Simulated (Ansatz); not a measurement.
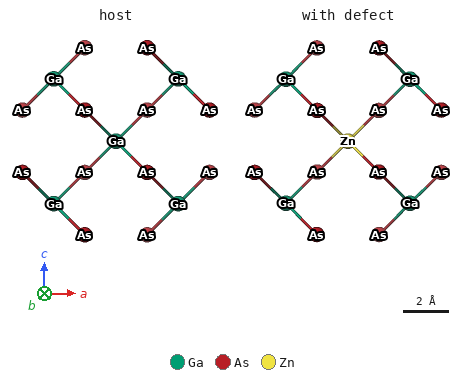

Left: perfect GaAs. Right: the same region with one point defect, after relaxing the atoms in a supercell of 54 sites. Style: ball-and-stick. Shown: the atoms within 5.4 Å of one point, in a slice 3.4 Å thick across the line of sight, along the b axis.

These are results of DFT, PBE, plane-wave PAW, default files, scalar-relativistic, frozen cores (Ansatz 0.2.0), not measurements. (plane-wave cutoff 420 eV; k-point mesh 3 × 3 × 3; occupations fermi dirac; smearing width 0.01 eV; no spin polarisation) A uniform background neutralises the charged cell. The axes drawn are those of the host's conventional cell.

Question: Which defect is it?

Answer: A gallium atom is replaced by zinc.

The charge state of the cell is −1.

Question: What does the relaxation do around it?

Answer: In the host the Ga atom has 4 As at 2.45 Å; the Zn atom ends with 4 As at 2.42 Å. Of the host's atoms, a gallium atom moves furthest from its site, by 0.03 Å. Relaxing the atoms from the host's sites lowers the energy by 0.09 eV.

Limits of the set-up: the cell is charged, on a uniform background, and energies carry no finite-size correction.
